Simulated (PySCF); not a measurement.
# C₄H₁₀BrPSi: electronic excitations

Wanted: the electronic excitations of C₄H₁₀BrPSi (`C[Si@H](P)C1(Br)CC1`), by calculation.

The runs use PySCF 2.14.0, with density-fitted response routines of our own; the level of theory stands in each step. All values are computed, except where a source is named. Atoms count from 0, in the outputs and in this text.

## (1) Starting geometry

17 atoms, charge 0, multiplicity 1; geometry from: GFN2-xTB.

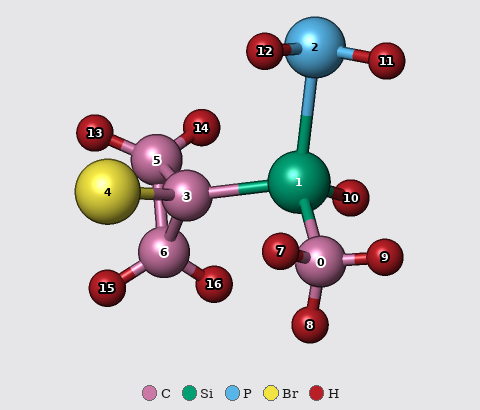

The starting geometry (carbon pink, silicon teal, phosphorus blue, bromine yellow, hydrogen red), atoms numbered.

## (2) TDDFT and polarisability: CAM-B3LYP/def2-SVPD

Job settings and geometry (Å):

```
{"job": {"kind": "uv", "xc": "CAM-B3LYP", "basis": "def2-SVPD", "nstates": 8, "ntriplets": 3}, "charge": 0, "multiplicity": 1}
C     -1.676637     1.426348     0.509607
Si    -0.862081    -0.096575    -0.291567
P     -1.630903    -2.102359     0.366807
C      0.995390    -0.054598     0.113465
Br     1.344164     0.119056     2.027966
C      1.978836    -0.879090    -0.654568
C      1.983332     0.609529    -0.791850
H     -1.571954     1.404568     1.591524
H     -1.230347     2.350580     0.154400
H     -2.736891     1.457189     0.278194
H     -0.956249    -0.041400    -1.760302
H     -2.957328    -1.709660     0.373894
H     -1.487743    -1.858360     1.720940
H      2.796465    -1.344360    -0.122975
H      1.596348    -1.477148    -1.469356
H      2.802831     1.159531    -0.352421
H      1.605769     1.048780    -1.703668
```

Level: TDDFT CAM-B3LYP/def2-SVPD, vertical, gas phase, core orbitals frozen in the response.

Run with:

```
OMP_NUM_THREADS=1 python probes_run.py task.json out
```

One launch serves the whole session: the jobs run in the order shown.

Output:

```text
coarse grid: 65600 points
cycle   1  E = -3362.8196567365  dE = -3.122e-01  |g| = 3.504e-01  |ddm| = 5.922e+00
cycle   2  E = -3362.8359988931  dE = -1.634e-02  |g| = 2.846e-01  |ddm| = 1.119e+00
cycle   3  E = -3362.8558238228  dE = -1.982e-02  |g| = 6.342e-02  |ddm| = 5.022e-01
cycle   4  E = -3362.8567420878  dE = -9.183e-04  |g| = 2.698e-02  |ddm| = 1.670e-01
cycle   5  E = -3362.8569236666  dE = -1.816e-04  |g| = 6.085e-03  |ddm| = 5.110e-02
cycle   6  E = -3362.8569352068  dE = -1.154e-05  |g| = 1.286e-03  |ddm| = 1.312e-02
cycle   7  E = -3362.8569358518  dE = -6.450e-07  |g| = 4.267e-04  |ddm| = 4.494e-03
final grid: 135480 points
cycle   8  E = -3362.8568903616  dE = -7.931e-08  |g| = 3.444e-04  |ddm| = 6.779e-03
cycle   9  E = -3362.8568903694  dE = -7.795e-09  |g| = 3.230e-04  |ddm| = 1.522e-03
cycle  10  E = -3362.8568903957  dE = -2.631e-08  |g| = 3.319e-05  |ddm| = 6.191e-04
cycle  11  E = -3362.8568903961  dE = -3.643e-10  |g| = 1.590e-05  |ddm| = 1.041e-04
converged SCF energy = -3362.8568903961

Static polarisability (au): isotropic 118.743, principal 113.590 116.826 125.812

Singlet excitations
state   eV       nm        f      main configurations
  1   5.6637    218.9   0.00060   H-1->L 0.83
  2   5.8300    212.7   0.00340   H-2->L 0.86
  3   6.4853    191.2   0.02102   H->L+2 0.32, H->L+5 0.22, H->L 0.22
  4   6.8067    182.2   0.02705   H->L 0.46, H->L+1 0.21, H->L+4 0.18
  5   6.9792    177.6   0.01583   H->L+1 0.28, H->L+2 0.23, H->L+3 0.18
  6   7.2590    170.8   0.20501   H->L+5 0.29, H->L+7 0.15, H->L+2 0.15
  7   7.4322    166.8   0.01122   H-1->L+1 0.28, H->L+3 0.15, H-3->L 0.12
  8   7.4652    166.1   0.04652   H-3->L 0.28, H-1->L+1 0.23, H-4->L 0.14

Triplet excitations (Tamm-Dancoff, eV): 5.0650 5.2296 5.7591
```

Wall time 2.6 min (1 thread of Arm Neoverse N1, shared host); peak memory 1.1 GiB.

The orbitals next to the gap, with their largest atomic shares:

```csv
orbital,eV,atoms
HOMO−3,-10.26,"Si1 18 %, Br4 16 %, P2 15 %"
HOMO−2,-9.05,"Br4 56 %, C3 14 %, C6 8 %"
HOMO−1,-8.97,"Br4 65 %, C3 14 %, C5 7 %"
HOMO,-8.64,"P2 60 %, Si1 12 %, C0 7 %"
LUMO,0.51,"Br4 55 %, C3 20 %, Si1 6 %"
LUMO+1,1.20,"Si1 17 %, P2 13 %, Br4 11 %"
LUMO+2,1.46,"P2 22 %, Si1 17 %, H10 12 %"
```

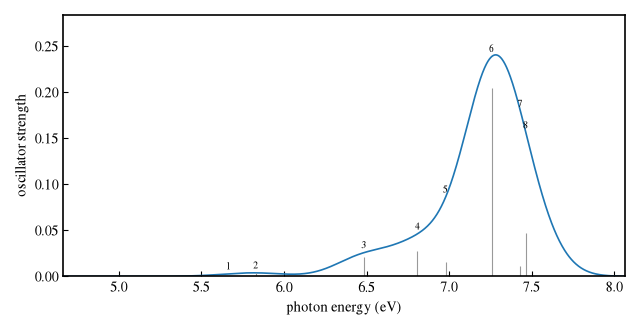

Absorption spectrum from the 8 singlet states computed; above the last one it falls off for lack of states. Lines are broadened to a width of 0.40 eV (Gaussian).

Further results of this job:

```csv
property,computed
dipole moment (D),1.65
polarisability (Å³),17.60
HOMO–LUMO gap (eV),9.16
−ε(HOMO) (eV),8.64
```

## (3) Outcome

| quantity | value |
| --- | --- |
| lowest singlet (CAM-B3LYP/def2-SVPD) | 5.66 eV (219 nm), f = 0.001 |
| brightest single state of those computed | state 6, 7.26 eV, f = 0.205 |
| lowest triplet | 5.07 eV |

**Reading.** The lowest singlet, at 5.66 eV, is HOMO−1→LUMO 0.83 and is dark; of the 8 states computed, the strongest absorption comes from state 6 at 7.26 eV. The lowest triplet lies 0.60 eV below the lowest singlet (triplets in Tamm-Dancoff, singlets in full TDDFT).
